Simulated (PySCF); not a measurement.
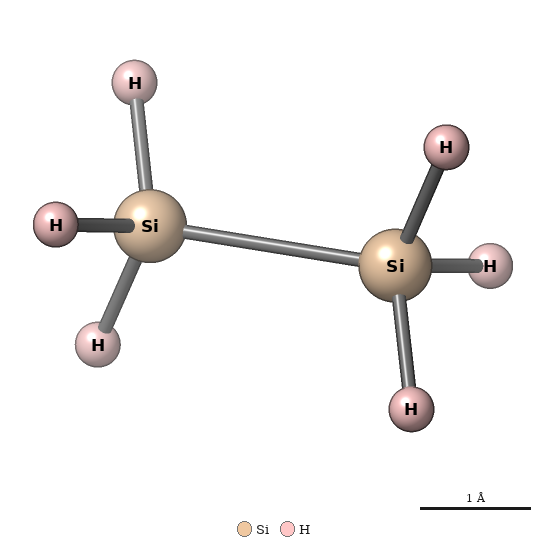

Depth is shown by fading: the farther an atom, the more it takes the colour of the background. Computed geometry: PBE0-D4/def2-TZVP optimisation. No frequency run is at hand to confirm it as a minimum. Masses are those of the most abundant isotopes; constants are for the rigid equilibrium geometry.

### What kind of rotor is it, and what are its rotational constants in GHz?

A prolate symmetric top (D3d): A = 42.9, B = C = 5.08 GHz.
